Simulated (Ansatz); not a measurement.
## Electronic structure of B2H4N (SMILES B[N]B) (doublet) in real space

Input

```
crystal:
  periodic: [false, false, false]
  atoms:
    - { symbol: B, position_ang: [-0.8622, 0.0442, -0.7344] }
    - { symbol: "N", position_ang: [-0.4247, -0.7955, 0.3945] }
    - { symbol: B, position_ang: [-1.52422, -1.77403, 0.65205] }
    - { symbol: H, position_ang: [-1.6256, -0.3466, -1.5065] }
    - { symbol: H, position_ang: [-0.9364, 1.2568, -0.6227] }
    - { symbol: H, position_ang: [-1.64882, -2.76057, -0.02667] }
    - { symbol: H, position_ang: [-2.53795, -1.44611, 1.24678] }
magnetization:
  spin_polarized: true
  initial_magnetization: 1
basis:
  gaussian: { orbitals: cc-pVDZ }
hamiltonian:
  xc: pbe
relax:
  f_tol: 0.015
  max_steps: 40
output:
  orbitals: {}
```

Launched as:

```sh
ansatz run input.yaml --threads 1 --pin off --max-ram 2048MiB --backend cpu --events-out ev --progress --plain --runs-dir out
```

The fields are those of the relaxed geometry.

Computed with UKS PBE/cc-pVDZ (Ansatz).

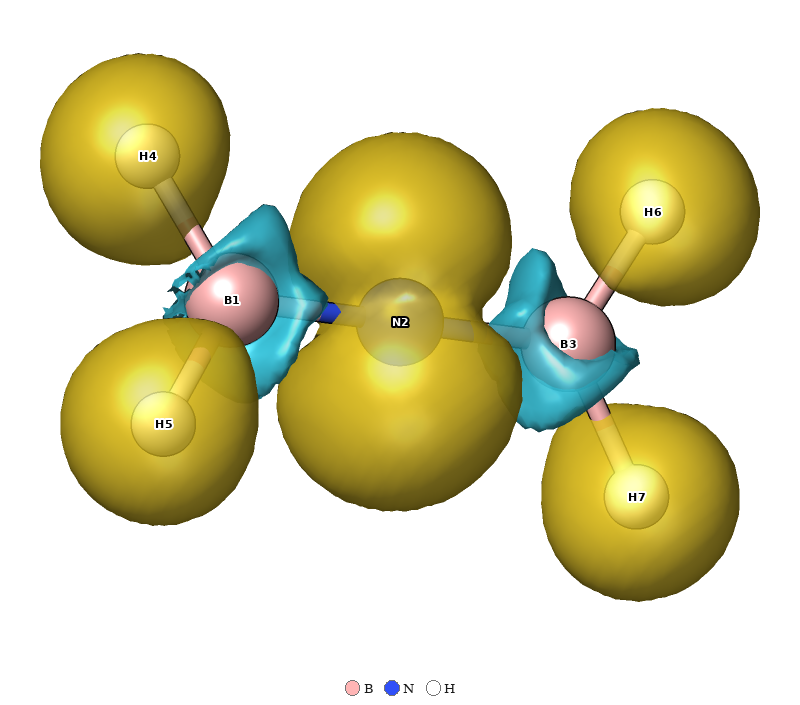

Figure 1. Isosurfaces of the spin density at +0.015 (yellow) and −0.015 e/Å³ (cyan), seen at a tilt.

Describe the spin distribution.

The unpaired spin (1 electron) lies mostly on N2 (about 0.6), H4 (about 0.1), H6 (about 0.1), H5 (about 0.1) and H7 (about 0.1), in electrons by Hirshfeld's partition.

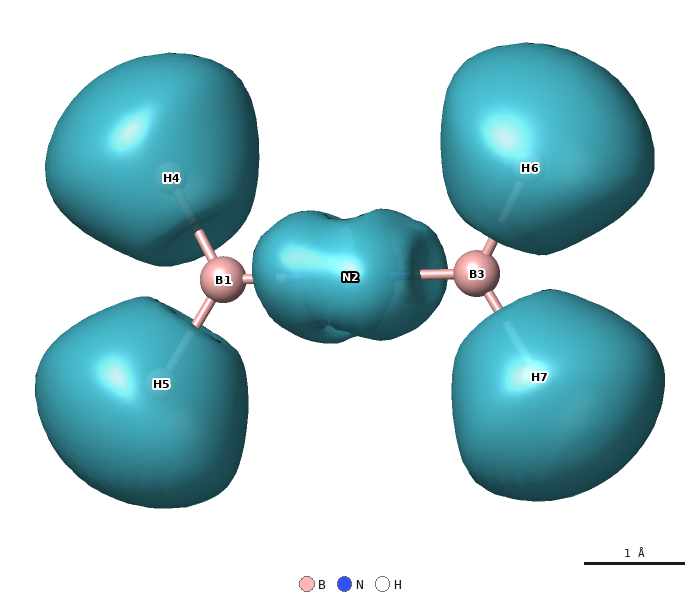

Figure 2. Isosurface of the electron localisation function at 0.75 (cyan), seen at a tilt. Core shells and regions of very low density are left out.

Where are the electrons localised?

The ELF exceeds this value in four regions around hydrogen nuclei and one region on N in which the atom's valence shell and bonds are merged.


B–N (1.37 Å): the ELF peaks at about 0.90 between the atoms: a shared but strongly polarised pair. B–H (1.22 Å): the ELF climbs to about 1 towards the hydrogen, as it does in any bond to H: an ordinary covalent bond to hydrogen.

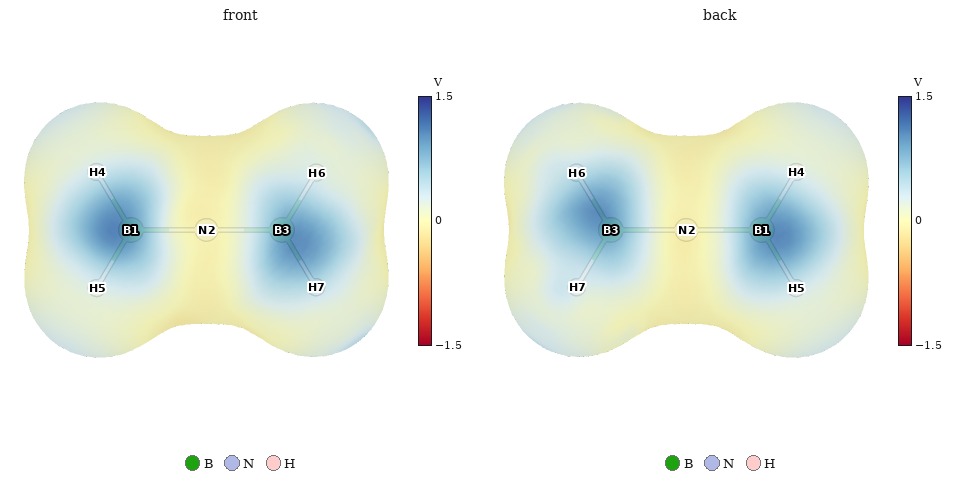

Figure 3. The electrostatic potential painted on the density surface at 0.002 e/bohr³, seen from the front and from behind; the colour scale runs from red (negative) to blue (positive).

Describe the electrostatic potential map.

The most negative region (about −0.1 V) lies over N2, the most positive (about +1.1 V, or +25 kcal/mol for a unit charge) over B1 and B3.

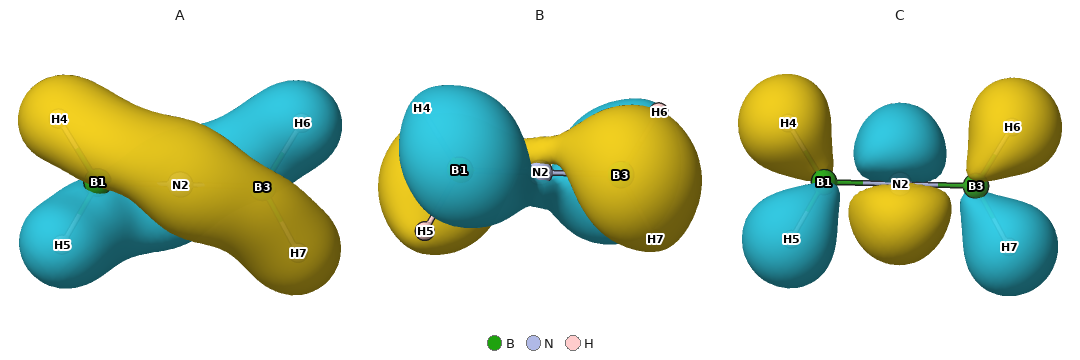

Figure 4. Three frontier orbitals at ±0.1 Å⁻³ᐟ² (yellow and cyan are the two phases), in no order.

Which picture is the HOMO−1, the HOMO and the LUMO? All are α orbitals.

A is the HOMO−1 (α) (−8.26 eV). It lies mainly on N2 (about 40 %), B1 (about 20 %) and B3 (about 20 %). C is the HOMO (α) (−5.74 eV). It lies mainly on N2 (about 40 %), B1 (about 10 %), B3 (about 10 %), H4 (about 10 %), H5 (about 10 %), H6 (about 10 %) and H7 (about 10 %). B is the LUMO (α) (−2.69 eV). Its weight (Hirshfeld) is mainly on B1 (about 35 %), B3 (about 35 %) and N2 (about 10 %).

What is the gap between the highest occupied and lowest empty α orbitals?

3.05 eV between the orbital energies.
